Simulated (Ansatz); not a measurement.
**Ga16NO22 (charge +1): geometry relaxation (part 2 of 2)**

The same run, continued: Ga16NO22 (defect cell, 39 atoms in the cell, total charge +1); DFT PBE, scalar-relativistic, plane waves, PAW, PAW set soft_1, no spin polarisation (Ansatz 0.2.0); cutoff 420 eV, 1×2×3 k-mesh, Gaussian smearing of 0.05 eV. The structure derives from a Materials Project entry. It belongs to a series of runs on one base structure; here: end point A relaxed.

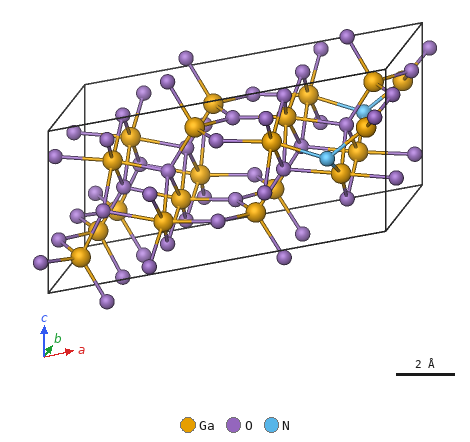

Fig. 1: The geometry at step 5 of the log (ball-and-stick view of the cell of the calculation, seen slightly off an axis; bonded neighbours outside the cell are drawn too).

Output, continued
```
--- Relaxed structure (9 steps of the walk, 9 accepted, 0 SCFs on fresh bases) ---
  F+E_penalty+E_count = -73417.21672242 eV   max|allowed force component| = 1.629e-2 eV/Å
  atoms:
    - { symbol: Ga, position: [0.16263014204925, 0.25315775601547413, 0.686050009856722] }
    - { symbol: Ga, position: [0.8385716938904266, 0.26813136562755413, 0.3420041776208309] }
    - { symbol: Ga, position: [0.5872852081894858, 0.251152213039705, 0.20425993288561403] }
    - { symbol: Ga, position: [0.40767886026568095, 0.24650595801838016, 0.7960924420951309] }
    - { symbol: O, position: [0.9953543940019726, 0.24577257083933038, 0.773072836915555] }
    - { symbol: O, position: [0.004699663377576258, 0.24720904168431126, 0.2607728145105601] }
    - { symbol: O, position: [0.669912180337004, 0.2580520372887347, 0.4354802394553055] }
    - { symbol: O, position: [0.32735178442627677, 0.2485023499837203, 0.5577705927495031] }
    - { symbol: O, position: [0.32737601877157113, 0.24738061716492418, 0.10894096228651258] }
    - { symbol: O, position: [0.6705706205280896, 0.24855412610598415, 0.8937053974495978] }
    - { symbol: Ga, position: [0.6620633317770078, -0.00023449227346243536, 0.6836224176451727] }
    - { symbol: Ga, position: [0.3406730084694832, -0.00024081645369353026, 0.3129715926106792] }
    - { symbol: Ga, position: [0.09690335116455208, -0.00016563242554439988, 0.18445535547221473] }
    - { symbol: Ga, position: [0.9479576446611181, -0.0002851670137374453, 0.6504328827420627] }
    - { symbol: O, position: [0.4978682261742956, -0.00019970686615867694, 0.7463607617482951] }
    - { symbol: O, position: [0.5020248450192505, -0.0002220812472201445, 0.2534356468607445] }
    - { symbol: O, position: [0.16253433989840044, -0.0002196507521579888, 0.4458505545773182] }
    - { symbol: N, position: [0.8274062875774177, -0.00024742161438945956, 0.5125708952642097] }
    - { symbol: O, position: [0.1746167230616357, -0.0002114121820810295, 0.8810775428904618] }
    - { symbol: Ga, position: [0.16265025634674707, 0.746389256373158, 0.6860906876851331] }
    - { symbol: Ga, position: [0.8385330087147179, 0.731414580234492, 0.34199091502489376] }
    - { symbol: Ga, position: [0.5872561284477679, 0.748375136010426, 0.20425566050336094] }
    - { symbol: Ga, position: [0.40770358794437567, 0.7530722995215647, 0.7960764747205555] }
    - { symbol: O, position: [0.9953708286264451, 0.7537202529504268, 0.7731374000294962] }
    - { symbol: O, position: [0.004676866101998609, 0.7524679445977022, 0.2608201800999809] }
    - { symbol: O, position: [0.6699090857801497, 0.7414884599621664, 0.4354520309496768] }
    - { symbol: O, position: [0.32736018839754283, 0.7510673551562091, 0.5577806465022819] }
    - { symbol: O, position: [0.32738119069484556, 0.7521541987937537, 0.10892452009843068] }
    - { symbol: O, position: [0.6705359728331709, 0.7509580726414747, 0.8936951402816338] }
    - { symbol: Ga, position: [0.6523384450282901, 0.49973423688196894, 0.6963895727504618] }
    - { symbol: Ga, position: [0.33980474754039613, 0.4997548373785075, 0.30876912316738264] }
    - { symbol: Ga, position: [0.09291712215182403, 0.49985403670470807, 0.20605386528583403] }
    - { symbol: Ga, position: [0.9099567127048283, 0.49974803837107185, 0.8114854286056071] }
    - { symbol: O, position: [0.49277150036685874, 0.499773690938384, 0.7495710781095027] }
    - { symbol: O, position: [0.5001460944788404, 0.4997468736064328, 0.24763642777032313] }
    - { symbol: O, position: [0.1708259126186202, 0.49981818857344096, 0.4443319903926125] }
    - { symbol: O, position: [0.8280328335691791, 0.4997691719350754, 0.5797788506355339] }
    - { symbol: O, position: [0.8338605149325776, 0.49975752766660253, 0.12276652229681986] }
    - { symbol: O, position: [0.1676566790803302, 0.49978188676275986, 0.893573329453988] }
```

Trajectory as extended XYZ (Å, eV, eV/Å), 5 of the 9 frames kept, from step=1 to step=9
```
39
Lattice="-12.2805 0.0000 0.0000 0.0000 -6.0951 0.0000 -1.3841 0.0000 5.6503" Properties=species:S:1:pos:R:3:forces:R:3 step=1 energy=-73414.25902
Ga   -2.8820   -1.5797    3.8499   -1.7801   1.0482   0.3043
Ga  -10.7565   -1.5058    1.7400   -0.7115  -1.2027   2.2853
Ga   -7.5344   -1.5935    1.1986    0.0519   1.8586  -1.1280
Ga   -6.1281   -1.5042    4.4546    0.3387   0.5450   0.6424
O   -13.3415   -1.5253    4.1781    1.8321   0.1801   0.8844
O    -0.4185   -1.5401    1.4727    0.7566  -0.0116  -0.2790
O    -8.8683   -1.4897    2.4552   -0.2243  -0.1460  -0.6240
O    -4.7604   -1.5373    3.1772   -0.5185   0.0620  -0.0021
O    -4.3049   -1.4820    0.6399    0.2646  -1.2405  -1.2011
O    -9.3613   -1.5239    5.0106   -0.5160   0.1305   1.0866
Ga   -9.0595   -0.0062    3.8856   -0.1031   0.7532   0.0074
Ga   -4.6582   -0.0424    1.7491    0.2003   0.5315   0.9089
Ga   -1.3998   -0.0226    1.1581   -0.4129   0.5788  -0.4093
Ga  -12.3364   -0.0002    4.4999   -0.0673   0.2969  -2.3394
O    -7.1395    0.0603    4.2058   -0.2023  -0.9274  -0.3151
O    -6.5499   -0.0004    1.4024   -0.3510  -0.8895   0.3221
O    -2.7370   -0.0285    2.4293    0.3122   0.3018   0.5396
N   -10.9494   -0.0276    3.1456    0.5374   0.0710  -0.7020
O    -3.2604   -0.0227    5.0334    0.4295   0.3356  -0.2526
Ga   -2.8574   -4.5566    3.8278   -1.3533  -0.9255   0.6086
Ga  -10.7816   -4.5790    1.8247   -0.2736   1.1677   1.8888
Ga   -7.4903   -4.5835    1.1535   -0.2038   0.6470   0.4309
Ga   -6.1307   -4.5433    4.4768    0.7512  -0.1342   0.4982
O   -13.2410   -4.5076    4.1660    0.2724  -0.7352   0.6662
O    -0.3609   -4.5468    1.4565   -0.3475  -0.8097  -0.5265
O    -8.9205   -4.5491    2.4415    0.8407  -0.1395  -0.8249
O    -4.7872   -4.5965    3.1811   -0.0302   0.0704  -0.0661
O    -4.3301   -4.6237    0.6530    0.3100   0.8047  -0.9057
O    -9.3688   -4.5164    5.0548   -0.5834  -0.4554  -0.4537
Ga   -9.0357   -3.0080    3.8476    0.2494  -0.5956   0.3685
Ga   -4.6012   -3.0778    1.7668   -0.6807   0.2181  -0.0577
Ga   -1.4206   -3.0631    1.1934   -0.3732   0.0831  -1.5077
Ga  -12.2171   -2.9957    4.4874   -0.2732  -0.1165  -0.3236
O    -7.1069   -3.0297    4.2064   -0.6748   0.2276  -0.3282
O    -6.5404   -3.0109    1.4257    0.8635  -1.6926   0.4335
O    -2.7649   -3.0586    2.4927    0.9832  -0.1576  -0.6342
O   -10.9192   -3.0519    3.1999    0.1174   0.2723  -0.6538
O   -10.3984   -3.0492    0.6043    0.1380   0.3490   0.2938
O    -3.3310   -3.0544    4.9994    0.4325  -0.3535   1.3646
39
Lattice="-12.2805 0.0000 0.0000 0.0000 -6.0951 0.0000 -1.3841 0.0000 5.6503" Properties=species:S:1:pos:R:3:forces:R:3 step=3 energy=-73416.81302
Ga   -2.9538   -1.5364    3.8783   -0.2185   0.0905  -0.0453
Ga  -10.7982   -1.6073    1.9382   -0.0582  -0.1027   0.2487
Ga   -7.4911   -1.5580    1.1646   -0.2732   0.2136  -0.2144
Ga   -6.1240   -1.5070    4.4757   -0.0042   0.0681   0.0762
O   -13.3123   -1.5243    4.2672    0.6236   0.3153   0.3150
O    -0.3865   -1.5310    1.4165   -0.0108   0.0505  -0.0500
O    -8.8628   -1.5355    2.4293    0.0755  -0.0766   0.0255
O    -4.7919   -1.5239    3.1572   -0.0474   0.0073  -0.0111
O    -4.2420   -1.5205    0.6047    0.1485  -0.1592  -0.1670
O    -9.4382   -1.5094    5.0454   -0.1350  -0.0398   0.1172
Ga   -9.0389   -0.0004    3.8680   -0.1616   0.1418  -0.1326
Ga   -4.6213   -0.0177    1.7363   -0.0365   0.1497   0.2207
Ga   -1.4234   -0.0069    1.1338    0.1950   0.0873  -0.0960
Ga  -12.3412    0.0114    4.1130   -0.8104  -0.0110  -0.8352
O    -7.1380    0.0171    4.1890   -0.0064  -0.1112   0.0182
O    -6.5339   -0.0173    1.4364    0.2172  -0.0971   0.0612
O    -2.7032    0.0032    2.4784    0.0184  -0.0150   0.1190
N   -10.8810   -0.0034    3.0282    0.3104   0.0717  -0.4401
O    -3.2816    0.0031    5.0259   -0.0787  -0.0277  -0.1246
Ga   -2.9520   -4.5715    3.8645   -0.1395   0.0122   0.0431
Ga  -10.7953   -4.4713    1.9626    0.0177   0.1303   0.0466
Ga   -7.4774   -4.5853    1.1459   -0.3914   0.2400   0.0727
Ga   -6.1241   -4.5630    4.4757    0.0423  -0.0089   0.0625
O   -13.2882   -4.5381    4.2536    0.3757  -0.3707   0.2811
O    -0.3546   -4.5742    1.3924   -0.2145  -0.1657  -0.0549
O    -8.8733   -4.5318    2.4157    0.2688  -0.0474   0.0173
O    -4.7990   -4.5793    3.1544   -0.0011  -0.0131  -0.0030
O    -4.2553   -4.5814    0.6071    0.1778  -0.0207  -0.1851
O    -9.4595   -4.5677    5.0484   -0.0637  -0.0970  -0.1402
Ga   -9.0123   -3.0362    3.9065    0.3667  -0.0680   0.1873
Ga   -4.6037   -3.0640    1.7513   -0.0959   0.1437  -0.0018
Ga   -1.4166   -3.0616    1.1301    0.0207   0.0675   0.0514
Ga  -12.2651   -3.0262    4.5622   -0.3172  -0.0312   0.5070
O    -7.1242   -3.0345    4.2006   -0.0290  -0.0309  -0.0086
O    -6.5093   -3.0578    1.4288    0.2943  -0.2038   0.0685
O    -2.7094   -3.0554    2.4822    0.0833   0.0065  -0.0297
O   -10.9400   -3.0343    3.2728   -0.1484   0.0029  -0.0835
O   -10.3879   -3.0222    0.6747   -0.1390  -0.0725   0.1276
O    -3.3392   -3.0538    5.0296    0.1445  -0.0280  -0.0428
39
Lattice="-12.2805 0.0000 0.0000 0.0000 -6.0951 0.0000 -1.3841 0.0000 5.6503" Properties=species:S:1:pos:R:3:forces:R:3 step=5 energy=-73417.18366
Ga   -2.9556   -1.5357    3.8657    0.2286   0.0261   0.0932
Ga  -10.7706   -1.6436    1.9261   -0.1509   0.1731   0.1006
Ga   -7.5035   -1.5227    1.1423   -0.0625  -0.0530  -0.0346
Ga   -6.1058   -1.5136    4.4999   -0.0519   0.0730  -0.0119
O   -13.2816   -1.4974    4.3805   -0.1038   0.0311  -0.0706
O    -0.4104   -1.5077    1.4477   -0.0141  -0.0385   0.0675
O    -8.8281   -1.5766    2.4655    0.0618   0.0070  -0.1084
O    -4.8048   -1.5161    3.1419    0.0300  -0.0161   0.0228
O    -4.1668   -1.5053    0.6148   -0.0121   0.0031   0.0312
O    -9.4911   -1.5155    5.0383    0.0747  -0.0325   0.0910
Ga   -9.0808   -0.0002    3.8533    0.0747   0.0085   0.1215
Ga   -4.6344    0.0075    1.7644    0.1597  -0.0532   0.0055
Ga   -1.4393    0.0053    1.0479    0.0591  -0.0065   0.1077
Ga  -12.4883    0.0006    3.7462   -0.2933  -0.0094  -0.0243
O    -7.1534   -0.0089    4.2397    0.0580   0.0306  -0.0518
O    -6.5306    0.0105    1.4243    0.0496  -0.0142   0.0516
O    -2.6196   -0.0013    2.5176   -0.0971   0.0228  -0.0534
N   -10.8667    0.0008    2.9056    0.1918  -0.0205  -0.3272
O    -3.3612    0.0010    4.9784   -0.0533   0.0030   0.0318
Ga   -2.9564   -4.5547    3.8713    0.2207  -0.0444   0.0449
Ga  -10.7734   -4.4507    1.9310   -0.1464  -0.1471   0.0626
Ga   -7.5060   -4.5500    1.1506   -0.0766  -0.0007  -0.0925
Ga   -6.1055   -4.6002    4.5045   -0.0672  -0.0428  -0.0313
O   -13.2849   -4.6006    4.3870   -0.0795  -0.0209  -0.0710
O    -0.4150   -4.5775    1.4586   -0.0244   0.0363   0.0411
O    -8.8287   -4.5188    2.4754    0.0720   0.0200  -0.1501
O    -4.8041   -4.5833    3.1465    0.0294   0.0672   0.0035
O    -4.1647   -4.5798    0.6187   -0.0127  -0.0070   0.0082
O    -9.4921   -4.5799    5.0438    0.0822   0.0441   0.0939
Ga   -8.9627   -3.0485    3.9291   -0.2131  -0.0093   0.0847
Ga   -4.6016   -3.0403    1.7397   -0.0203  -0.0253   0.0441
Ga   -1.4361   -3.0408    1.1607    0.1694  -0.0262   0.0032
Ga  -12.2980   -3.0491    4.5908   -0.0201   0.0041  -0.1054
O    -7.0867   -3.0563    4.2445    0.0392   0.0122  -0.0504
O    -6.4873   -3.0380    1.3747    0.0076   0.0009   0.0795
O    -2.7036   -3.0459    2.5251   -0.1141  -0.0021  -0.1601
O   -10.9869   -3.0459    3.2680    0.1421  -0.0011  -0.0493
O   -10.3784   -3.0498    0.6846   -0.0182  -0.0001   0.2247
O    -3.2851   -3.0449    5.0407   -0.1180   0.0078  -0.0223
39
Lattice="-12.2805 0.0000 0.0000 0.0000 -6.0951 0.0000 -1.3841 0.0000 5.6503" Properties=species:S:1:pos:R:3:forces:R:3 step=7 energy=-73417.21469
Ga   -2.9444   -1.5425    3.8761   -0.0101   0.0105  -0.0276
Ga  -10.7739   -1.6335    1.9319    0.0109  -0.0590  -0.0133
Ga   -7.4961   -1.5307    1.1511    0.0006   0.0059   0.0571
Ga   -6.1058   -1.5037    4.5000    0.0219   0.0111   0.0110
O   -13.2953   -1.4955    4.3711    0.0458   0.0127  -0.0081
O    -0.4233   -1.5087    1.4753    0.0363  -0.0136   0.0033
O    -8.8286   -1.5729    2.4615    0.0024  -0.0020  -0.0034
O    -4.7898   -1.5143    3.1522   -0.0237   0.0019   0.0001
O    -4.1685   -1.5077    0.6180   -0.0220   0.0037  -0.0104
O    -9.4725   -1.5163    5.0492   -0.0010   0.0307  -0.0428
Ga   -9.0728    0.0008    3.8565    0.0046  -0.0026   0.0245
Ga   -4.6193    0.0024    1.7686    0.0431  -0.0053   0.0032
Ga   -1.4410    0.0007    1.0399   -0.0621  -0.0025  -0.0084
Ga  -12.5439    0.0029    3.6656   -0.0568  -0.0019   0.0411
O    -7.1430    0.0007    4.2201   -0.0313   0.0021  -0.0009
O    -6.5179    0.0018    1.4333   -0.0013   0.0063  -0.0096
O    -2.6070    0.0016    2.5194   -0.0136  -0.0045   0.0091
N   -10.8698    0.0014    2.8903   -0.0143   0.0017   0.0646
O    -3.3619    0.0016    4.9770   -0.0170  -0.0022   0.0108
Ga   -2.9447   -4.5489    3.8767   -0.0102  -0.0162  -0.0307
Ga  -10.7732   -4.4593    1.9311    0.0084   0.0599  -0.0075
Ga   -7.4966   -4.5601    1.1508    0.0039  -0.0337   0.0552
Ga   -6.1051   -4.5903    4.4997    0.0177  -0.0051   0.0149
O   -13.2967   -4.5957    4.3727    0.0609  -0.0079  -0.0090
O    -0.4242   -4.5850    1.4767    0.0476   0.0162   0.0056
O    -8.8279   -4.5200    2.4616   -0.0098   0.0042  -0.0006
O    -4.7890   -4.5787    3.1521   -0.0345   0.0030   0.0039
O    -4.1679   -4.5832    0.6180   -0.0250  -0.0069  -0.0166
O    -9.4725   -4.5778    5.0490   -0.0037  -0.0222  -0.0431
Ga   -8.9731   -3.0468    3.9396   -0.0001   0.0005  -0.0605
Ga   -4.6028   -3.0452    1.7482    0.0343  -0.0057  -0.0123
Ga   -1.4326   -3.0468    1.1617    0.0261   0.0021   0.0201
Ga  -12.3024   -3.0455    4.5847    0.0503  -0.0043   0.0327
O    -7.0846   -3.0469    4.2346   -0.0311  -0.0035   0.0077
O    -6.4866   -3.0465    1.4019    0.0095   0.0197  -0.0119
O    -2.7126   -3.0466    2.5099   -0.0233   0.0082   0.0412
O   -10.9731   -3.0463    3.2743   -0.0187  -0.0048   0.0437
O   -10.4113   -3.0463    0.6975   -0.0175  -0.0005  -0.1126
O    -3.2985   -3.0459    5.0476    0.0026   0.0043  -0.0205
39
Lattice="-12.2805 0.0000 0.0000 0.0000 -6.0951 0.0000 -1.3841 0.0000 5.6503" Properties=species:S:1:pos:R:3:forces:R:3 step=9 energy=-73417.21672
Ga   -2.9468   -1.5430    3.8764    0.0025   0.0007  -0.0021
Ga  -10.7714   -1.6343    1.9324   -0.0055   0.0052  -0.0077
Ga   -7.4949   -1.5308    1.1541   -0.0086  -0.0008  -0.0027
Ga   -6.1084   -1.5025    4.4982   -0.0008  -0.0037   0.0033
O   -13.2935   -1.4980    4.3681   -0.0068  -0.0009   0.0014
O    -0.4187   -1.5068    1.4735   -0.0128  -0.0088  -0.0011
O    -8.8296   -1.5729    2.4606    0.0032  -0.0043  -0.0041
O    -4.7921   -1.5147    3.1516   -0.0015  -0.0028   0.0016
O    -4.1711   -1.5078    0.6156   -0.0016   0.0036  -0.0009
O    -9.4719   -1.5150    5.0497   -0.0022   0.0006  -0.0052
Ga   -9.0767    0.0014    3.8627    0.0037   0.0003   0.0054
Ga   -4.6168    0.0015    1.7684    0.0076  -0.0006   0.0015
Ga   -1.4453    0.0010    1.0422    0.0090   0.0004   0.0074
Ga  -12.5417    0.0017    3.6752    0.0050   0.0002  -0.0039
O    -7.1471    0.0012    4.2172    0.0023   0.0002   0.0024
O    -6.5159    0.0014    1.4320    0.0010   0.0002   0.0001
O    -2.6131    0.0013    2.5192    0.0015  -0.0003  -0.0040
N   -10.8704    0.0015    2.8962    0.0108  -0.0026   0.0163
O    -3.3639    0.0013    4.9784    0.0014  -0.0001  -0.0030
Ga   -2.9471   -4.5493    3.8767    0.0035  -0.0022  -0.0032
Ga  -10.7709   -4.4581    1.9324   -0.0071  -0.0034  -0.0089
Ga   -7.4945   -4.5614    1.1541   -0.0106   0.0011  -0.0025
Ga   -6.1087   -4.5901    4.4981   -0.0002   0.0043   0.0044
O   -13.2937   -4.5940    4.3685   -0.0046   0.0013   0.0009
O    -0.4184   -4.5864    1.4737   -0.0144   0.0098  -0.0017
O    -8.8295   -4.5195    2.4605    0.0053   0.0045  -0.0042
O    -4.7922   -4.5779    3.1517   -0.0023   0.0032   0.0007
O    -4.1712   -4.5845    0.6155   -0.0027  -0.0031  -0.0005
O    -9.4715   -4.5772    5.0497   -0.0030  -0.0004  -0.0057
Ga   -8.9749   -3.0459    3.9348    0.0118  -0.0016   0.0121
Ga   -4.6003   -3.0461    1.7447    0.0051  -0.0012  -0.0010
Ga   -1.4263   -3.0467    1.1643    0.0086   0.0006   0.0042
Ga  -12.2979   -3.0460    4.5852   -0.0012  -0.0005  -0.0003
O    -7.0890   -3.0462    4.2353    0.0095   0.0001  -0.0015
O    -6.4848   -3.0460    1.3992    0.0022  -0.0005   0.0076
O    -2.7128   -3.0465    2.5106    0.0028   0.0015  -0.0028
O   -10.9711   -3.0462    3.2760   -0.0027  -0.0006  -0.0082
O   -10.4101   -3.0461    0.6937   -0.0065  -0.0003   0.0065
O    -3.2957   -3.0462    5.0490   -0.0015   0.0011  -0.0003
```

Results in brief

| quantity | value |
| --- | --- |
| outcome | converged |
| electrons treated | 344 |
| free energy | −73417.2167 eV |
| Fermi energy | 8.986 eV |
| final volume | 422.94 Å³ |
| largest force (length of the vector) at the end | 0.020 eV/Å |
| wall time | 1.7 min (CPU time 4.9 min) |
| peak memory | 1.6 GiB |

Remarks

The cell is charged and computed with a neutralising background, so its energy and pressure depend on the cell and aren't those of a real crystal. The k-point mesh is coarse for a cell of this size, so the results may not be converged.
